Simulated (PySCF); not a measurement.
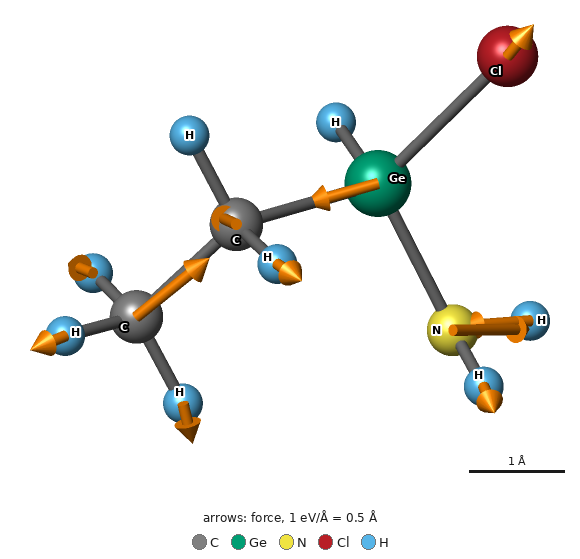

Starting geometry of C2H8ClGeN with the computed forces as orange arrows. The picture is a ball-and-stick view, seen at a tilt.

The start comes from GFN2-xTB. Its atoms were then displaced at random by about 0.01 Å.

The calculation used PySCF 2.14.0, density-fitted response routines, PBE0-D3(BJ)/def2-SVP geometry optimisation, gas phase. 

What follows when this structure is relaxed?

Answer. It isn't relaxed: the largest force vector, on the N atom, is 2.70 eV/Å. The final displacements have little in common with the starting forces (cosine between the two patterns 0.29). The largest move after the best rigid fit is that of an H atom, 0.14 Å. Largest moves by element: H 0.14 Å, Cl 0.11 Å, Ge 0.07 Å, N 0.06 Å, C 0.04 Å. Some distances before and after: Cl–Ge 2.129 → 2.191 Å, C–Ge 2.002 → 1.943 Å, H–N 1.066 → 1.017 Å, C–C 1.555 → 1.524 Å. Among the angles between lasting bonds that change: C–Ge–Cl 109.4° → 106.3°, Ge–N–H 117.7° → 114.6°, H–C–H 110.1° → 107.2°. The energy falls by 0.225 eV in 7 geometry steps.
